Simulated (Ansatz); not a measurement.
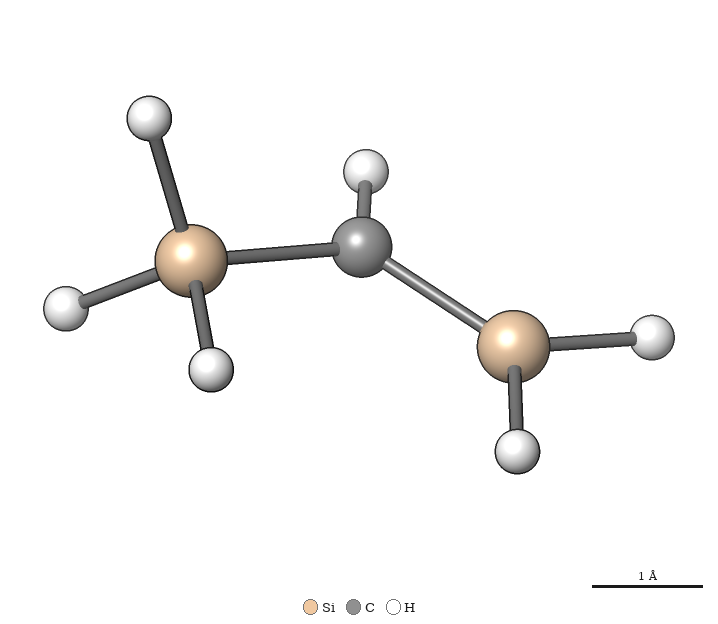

A ball-and-stick model of a molecule. Every bond is drawn as one stick, whatever its order.

The geometry was computed by an optimisation with PBE0-D4/def2-TZVP. No frequency run is at hand to confirm it as a minimum.

**Which formula does it have?**

CH6Si2, 9 atoms: 1 carbon, 6 hydrogen and 2 silicon.

**What is the point group of this geometry?**

Cs.

**How many bonds of each kind are drawn?**

5 Si–H, 2 C–Si, 1 C–H. Sticks follow a distance rule.

**How many atoms are distinct by symmetry?**

8: 1 Si, 1 C, 1 Si, 1 H, 1 H, 1 H, 2 H, 1 H.

The parts below concern this one geometry. Atoms keep their numbers from picture to picture.

### Dipole moment

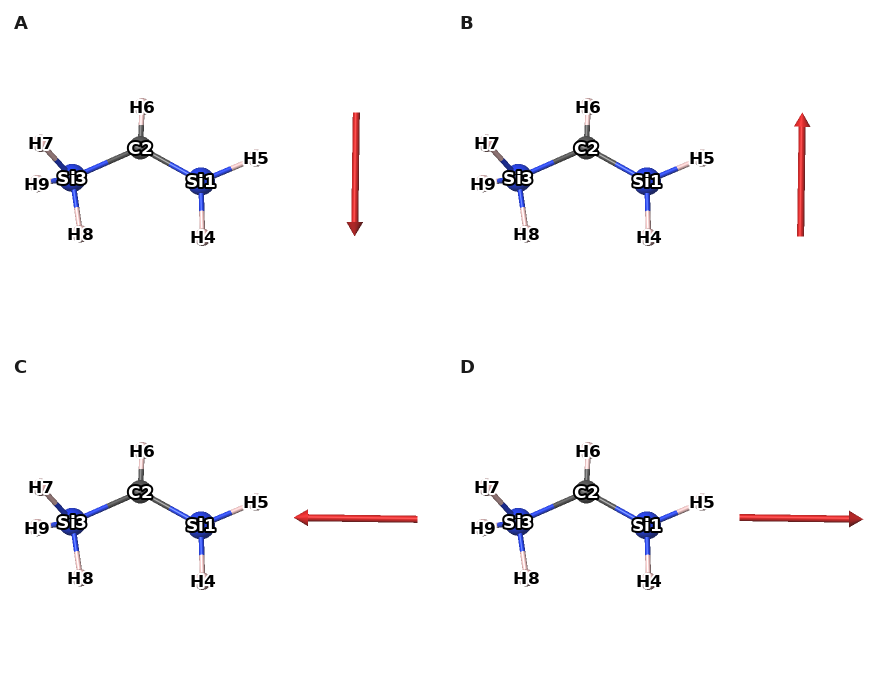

The same molecule four times, each with an arrow. No frequency run is at hand to confirm it as a minimum. Properties computed with RKS PBE0-D4/def2-TZVP (Ansatz 0.2.0).

**Which arrow points along the dipole moment, from the negative to the positive end?**

D. The dipole moment is 1.78 D; it points from the side of H7, H9 to the side of H5 (the outermost atoms at the two ends).

### Charges

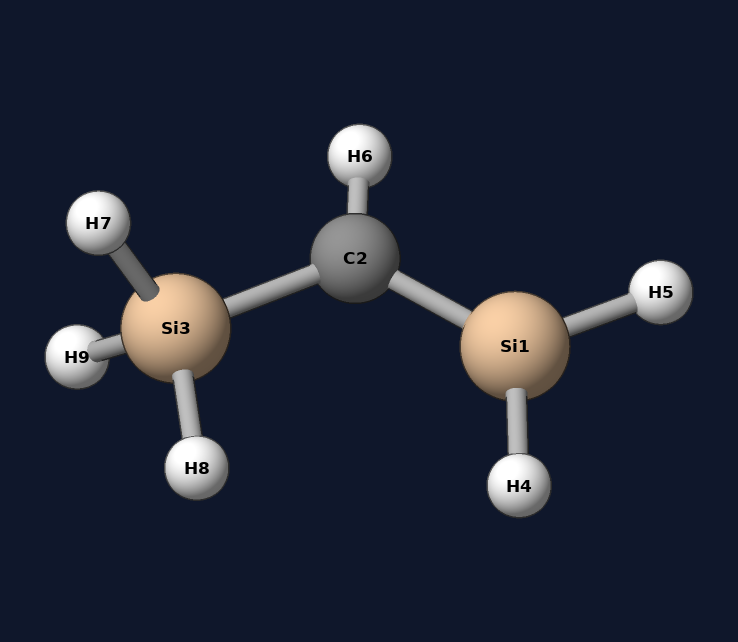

The questions are on Mulliken charges. No frequency run is at hand to confirm it as a minimum. Properties computed with RKS PBE0-D4/def2-TZVP (Ansatz 0.2.0).

List the Mulliken charges.

```
atom  value (e)
 Si1       0.16
  C2      −0.41
 Si3       0.18
  H4       0.02
  H5       0.01
  H6       0.15
  H7      −0.03
  H8      −0.04
  H9      −0.03
```

### Electronic properties

No frequency run is at hand to confirm it as a minimum. Properties computed with RKS PBE0-D4/def2-TZVPP (Ansatz 0.2.0).

What does the calculation give?

- HOMO energy (Kohn–Sham orbital): −6.88 eV
- LUMO energy (Kohn–Sham orbital): −1.65 eV
- HOMO–LUMO gap: 5.23 eV
- dispersion correction: −15.7 kJ/mol

Mulliken values depend strongly on the basis set and can even reverse the polarity of a bond.
